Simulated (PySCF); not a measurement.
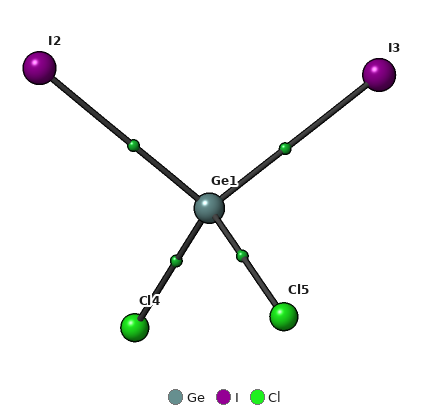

*Cl2GeI2. Molecular graph of the electron density (QTAIM): bond paths, bond critical points (green), ring points (magenta, if any); weak paths are dashed.*

Method: r2SCAN/def2-SVPD; geometry: GFN2-xTB; program: PySCF. Core potentials replace the inner electrons of I; spin–orbit coupling isn't included. No frequency check shows the geometry to be a minimum. GFN2-xTB bond lengths at metals and heavier atoms can be off by up to 0.1 Å and shapes distorted, which carries into these values.

Input script:

```python
import numpy as np
from pyscf import gto, scf, dft
from pyscf.scf import atom_ks, atom_hf
from scipy.linalg import block_diag

def solve(mol, dm0=None, hcore=None):
    mf = (dft.UKS if mol.spin else dft.RKS)(mol, xc='r2scan')
    mf.grids.level = 3
    mf = mf.density_fit(auxbasis='def2-universal-jkfit')
    mf.conv_tol, mf.max_cycle = 1e-8, 80
    if hcore is not None:
        mf.get_hcore = lambda *args: hcore
    mf.kernel(dm0)
    if not mf.converged:
        mf = mf.newton().run(mf.mo_coeff, mf.mo_occ, max_cycle=30)
    assert mf.converged, 'SCF not converged'
    return mf

mol = gto.M(atom='''
Ge     0.00001     0.66464     0.00000
I      2.06338    -0.80790     0.00003
I     -2.06338    -0.80789    -0.00003
Cl     0.00013     1.89319    -1.73141
Cl    -0.00013     1.89318     1.73141
''', basis='def2-svpd', ecp={'I': 'def2-svpd'}, charge=0, spin=0, verbose=4)
mf = solve(mol)
mf.analyze()
# spherically averaged free atoms, for the promolecule
atom_ks.AtomSphAverageRKS.init_guess_by_vsap = lambda self, mol=None: self.init_guess_by_minao(mol)  # core potentials
atm = atom_ks.get_atm_nrks(mol, xc='r2scan')
pro = block_diag(*[(atm[a[0]][2] * atm[a[0]][3]) @ atm[a[0]][2].T for a in mol._atom])
np.savez('result.npz', e=mf.e_tot, c=mf.mo_coeff, occ=mf.mo_occ, eps=mf.mo_energy, pro=pro, dip=mf.dip_moment(verbose=0), s2=mf.spin_square()[0])
```

Launched as:

```sh
OMP_NUM_THREADS=1 python input.py
```

The run took 110 s on 1 thread of AMD EPYC (Zen 3), on a shared host, peak memory 0.63 GiB.

Partitions, critical points and surface values were worked out afterwards from this run's density.

Question: How many critical points of each kind are there, and does the count close?

Answer: 5 nuclei, 4 bond, 0 ring and 0 cage critical points: 5 − 4 + 0 − 0 = 1, as the Poincaré–Hopf relation requires.

Question: Give the properties at the bond critical points.

Answer:
| bond | length (Å) | ρ (a.u.) | ∇²ρ (a.u.) | ε | H (a.u.) |
| --- | --- | --- | --- | --- | --- |
| Ge1–Cl4 (2 alike) | 2.123 | 0.106 | +0.15 | 0.01 | −0.046 |
| Ge1–I2 (2 alike) | 2.535 | 0.078 | −0.01 | 0.01 | −0.031 |

Question: What kind of interaction is Ge1–Cl4?

Answer: Polar or intermediate (positive Laplacian, negative energy density H): ρ = 0.106, ∇²ρ = +0.15, H = −0.046 a.u.
